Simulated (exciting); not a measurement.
Consider LuTlS2, space group R-3m.

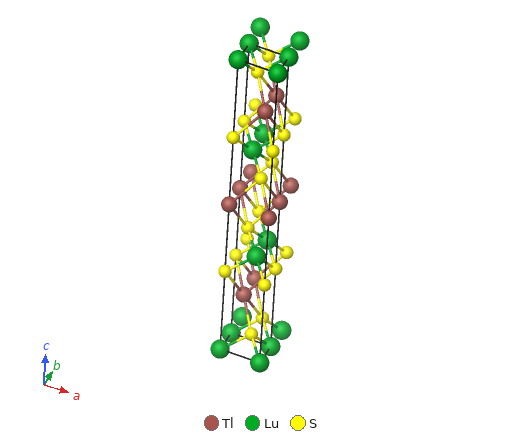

The structure (thallium brown, lutetium green, sulfur yellow). Bonds to atoms that aren't drawn are left out. 1×2×1 conventional cells are drawn. Some periodic images of atoms are drawn too.

```
Tl Lu S
1.0
     1.95997    1.13159    7.50158
    -1.95997    1.13159    7.50158
     0.00000   -2.26317    7.50158
Tl Lu S
1 1 2
Direct
  0.50000 0.50000 0.50000
  0.00000 0.00000 0.00000
  0.26887 0.26887 0.26887
  0.73113 0.73113 0.73113
```

Absorber: atom 3, with 3 Lu at 2.69 Å and 3 Tl at 3.23 Å (distorted octahedral, site symmetry 3m). Method: exciting, all-electron LAPW+lo, LDA, exchange and screened direct term (singlet BSE), 3×3×3 shifted k points, 39 conduction bands, |G+q| up to 3 bohr⁻¹ (2.5 in the exchange term), full RPA screening with nempty = 69, Lorentzian half width 0.45 eV.

Q: Predict the S L₂,₃ near-edge structure at this level.

Bound core exciton? Undecided on this mesh: the first bright state (over 5 % of the brightest) lies at -0.50 eV from the Kohn–Sham onset. Maxima (height): 1.6 eV (0.32), 4.1 eV (0.41), 10.8 eV (0.95), 12.0 eV (1.00), 13.3 eV (0.95), 16.5 eV (0.78) and 17.7 eV (0.75).

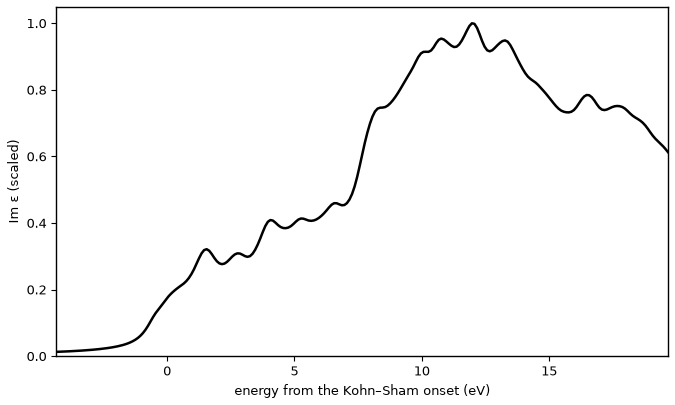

Energy from the Kohn–Sham onset, core level to the lowest empty state found on the meshes used; Im ε in relative units.

A mesh of 27 points doesn't converge binding energies, and fine structure above the first lines is partly noise of the mesh. The kernel cutoff is low for a compact core orbital, so the effect of exchange is a lower bound. The zero comes from the shifted mesh, which comes near the band minimum without meeting it. The conduction states carry no spin here, so the exchange coupling to the spinor core hole is only partly held. The Kohn–Sham onset, 150 eV, is no photon energy (tabulated edge of the element: 162.5 eV): the scale needs a rigid shift. No quasiparticle correction widens the gap or stretches the bands. Vibrations and energy-dependent lifetimes are left out. The structure is a Materials Project entry, computed there, and may be a hypothetical form.

[Banner, clock and machine lines of the logs are left out without a mark of their own.]

[Logs are printed without paths, hosts, clocks, repeated set-up lines and the standing remarks that a program may print on its own settings, such as how far it seeks lower states.]

[Hosts, paths, dates, database ids (printed as entryN), source tags and the programs' standing remarks are cut or masked in the printed files.]
